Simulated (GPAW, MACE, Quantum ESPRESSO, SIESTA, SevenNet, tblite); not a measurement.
# Which site? As in place of Ge in Ge(111)/CdS(10-10) interface (64 atoms), by several methods

At which of several sites of Ge(111)/CdS(10-10) interface (64 atoms) does As in place of Ge cost least, and do cheaper methods find the same site as plane waves?

Results are calculated, not measured.

**1. The cell**

The cell holds 64 atoms (32 Ge, 16 Cd and 16 S), with edges of 13.86, 8.00 and 12.84 Å. Recipe: diamond-structure Ge(111), 2 repeat layers, 8 surface cells, strained -0.00 and -0.00 %; wurtzite CdS(10-10), 2 layers, 4 cells, +3.21 and -3.27 %; outer planes 2.28 Å apart and 1.7 Å at the second interface of the periodic stack; not relaxed, displaced by a Gaussian of 0.02 Å. Then the atoms were relaxed with MACE MPA-0 medium in the fixed cell. Regions: Ge, 32 atoms; CdS, 32 atoms.

**2. The reference input**

Quantum ESPRESSO 7.5: Kohn-Sham DFT, PBE, SSSP efficiency 1.3.0 pseudopotentials, plane waves. Its input, pw.in, for the unchanged cell:

```
&control
  calculation = 'scf'
  pseudo_dir = './pseudo'
  outdir = './tmp'
  disk_io = 'none'
  tprnfor = .true.
  tstress = .true.
/
&system
  ibrav = 0
  nat = 64
  ntyp = 3
  ecutwfc = 45
  ecutrho = 360
  nosym = .true.
  occupations = 'smearing'
  smearing = 'fd'
  degauss = 0.003675
/
&electrons
  conv_thr = 3.2e-07
  electron_maxstep = 100
  mixing_beta = 0.2
  mixing_mode = 'local-TF'
  diagonalization = 'david'
/
ATOMIC_SPECIES
Ge 72.630 Ge.upf
Cd 112.414 Cd.upf
S 32.060 S.upf
CELL_PARAMETERS angstrom
13.85920 0.00000 0.00000
0.00000 8.00160 0.00000
0.00000 0.00000 12.84011
ATOMIC_POSITIONS crystal
Ge 0.00651 0.00771 0.08638
Ge 0.85061 0.50501 0.98937
Ge 0.94006 0.25445 0.35109
Ge 0.01578 0.00380 0.27602
[... 58 atom lines left out ...]
Cd 0.67300 0.00368 0.77745
S 0.78154 0.26141 0.70244
K_POINTS gamma
```

```console
$ OMP_NUM_THREADS=1 mpirun -np 4 pw.x -in pw.in > output.txt
```

Run time: 4.8 min. Hardware: 4 MPI ranks of Arm Neoverse V1, shared host; peak memory 3.5 GiB.

It converged with an r.m.s. force component of 0.15 eV/Å and a pressure of 3.5 GPa.

**3. Programs and settings**

The levels share the cells and solve them as single points, though not every level runs every cell. CPU time is summed over a level's finished runs, on a host shared with the other runs, so it is rough; the force column is the median over cells of the r.m.s. difference of force components from the reference.

| level | basis or training data | k-points | spin | runs finished | CPU time | peak memory (GiB) | force difference (meV/Å) |
| --- | --- | --- | --- | --- | --- | --- | --- |
| QE, PBE | plane waves, SSSP efficiency, 45/360 Ry | Γ | some cells | 4 of 4 | 2.1 h | 3.9 | reference |
| GPAW dzp, PBE | dzp orbitals, PAW, h 0.18 Å | Γ | no | 3 of 3 | 46 min | 4.4 | 69 |
| SIESTA DZP, PBE | DZP orbitals, shift 0.01 Ry, mesh 300 Ry | Γ | yes | 3 of 3 | 28 min | 1.6 | 177 |
| tblite GFN1-xTB | tight binding with its own dispersion term | Γ | - | 3 of 3 | 16 s | 0.12 | 296 |
| MACE MPA-0 medium | trained on PBE(+U) plane-wave data | - | - | 4 of 4 | 35 s | 0.78 | 124 |
| SevenNet l3i5 | trained on PBE(+U) plane-wave data | - | - | 4 of 4 | 43 s | 1 | 130 |

The reference's own r.m.s. force component runs from 113 to 153 meV/Å over these cells. MACE MPA-0 medium relaxed the atoms, so in the cells that it relaxed its own forces are small, and its entry isn't an independent test there.

**4. The sites**

Each changed cell was relaxed with MACE MPA-0 medium before the single points. Neighbours are the site's nearest atoms before the change.

```tsv
site	nearest atoms	their mean distance (Å)	atoms within 6 Å	largest move on relaxing (Å)	longest force left in the reference (eV/Å)
Ge28	Ge4	2.46	32	0.07	0.33
Ge24	Ge4	2.46	36	0.06	0.48
Ge30	Ge3S	2.42	33	0.06	0.35
```

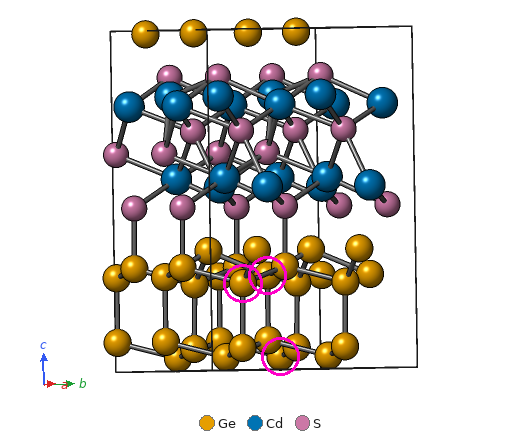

The unchanged cell with the tried sites ringed (germanium orange, cadmium blue, sulfur pink). Bonds to atoms that aren't drawn are left out. Some periodic images of atoms are drawn too.

**5. Site energies**

All changed cells hold the same atoms, so within one level their energies compare with no chemical potential. Energies in eV, less that of Ge28, the reference's cheapest site; the last column is the largest deviation from the reference once each row's mean is taken off.

```tsv
level	Ge28	Ge24	Ge30	cheapest	largest deviation
QE, PBE	0.00	0.00	0.34	Ge28	-
GPAW dzp, PBE	0.00	0.01	0.33	Ge28	0.01
SIESTA DZP, PBE	0.00	0.01	0.39	Ge28	0.04
tblite GFN1-xTB	0.00	0.06	-0.16	Ge30	0.35
MACE MPA-0 medium	0.00	0.04	0.45	Ge28	0.06
SevenNet l3i5	0.00	0.18	0.45	Ge28	0.10
```

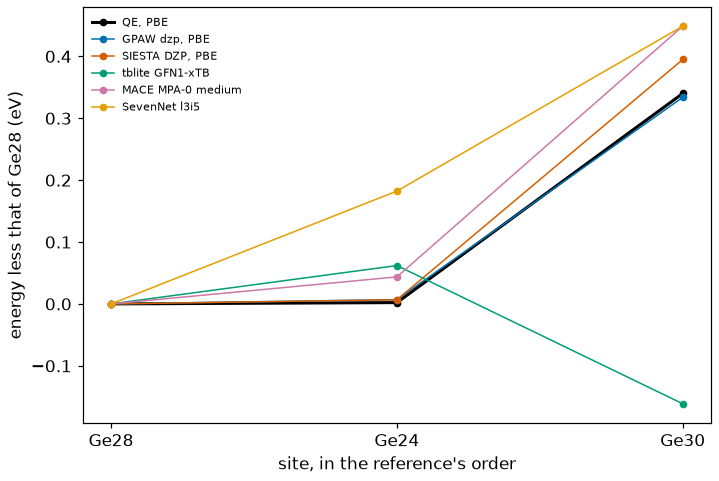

Site energies by level.

**6. Findings**

In the reference the cheapest site is Ge28 (Ge4) and the dearest Ge30 (Ge3S), 0.34 eV higher. 4 of the 5 other levels pick the same cheapest site; tblite GFN1-xTB picks Ge30. The two cheapest sites lie only 0.0021 eV apart in the reference, so their order is fragile.

GPAW dzp, PBE follows the reference most closely (0.01 eV at worst) and tblite GFN1-xTB least (0.35 eV). The other programs at PBE deviate by 0.04 eV at most, the learned potentials by 0.06 to 0.10 eV.

**Limits.** The geometries are those of MACE MPA-0 medium; forces of up to 0.48 eV/Å remain in the reference, so relaxing in DFT would lower the energies, by amounts that can differ from site to site. For MACE MPA-0 medium alone these are relaxed energies. Defects interact with their periodic images. Only 3 of the 32 Ge sites are compared. The DFT levels differ in their treatment of spin in the changed cells (see the table of levels), which enters their differences. Learned potentials don't solve for electrons, so the charge or spin state of a defect can't be set in them. The reference samples only Γ, in a cell whose shortest periodic width is 8 Å. The reference isn't exact: its cutoffs and mesh weren't converged further here. SIESTA's automatically made basis is far from complete, and its potentials were converted by us (checked for H, C, O, Si, Ge and Ca alone). The learned potentials mimic data converged in k, so the sampling error of the reference's coarse mesh counts against them here, while programs on the same mesh share it. Spin–orbit coupling is left out. Where levels are smeared, the DFT runs use Fermi–Dirac occupations at 580 K (0.05 eV), and energies are free energies.

[Logs are printed without paths, hosts, clocks, repeated set-up lines and the standing remarks that a program may print on its own settings, such as how far it seeks lower states.]

[Hosts, paths, dates, database ids (printed as entryN), source tags and the programs' standing remarks are cut or masked in the printed files.]
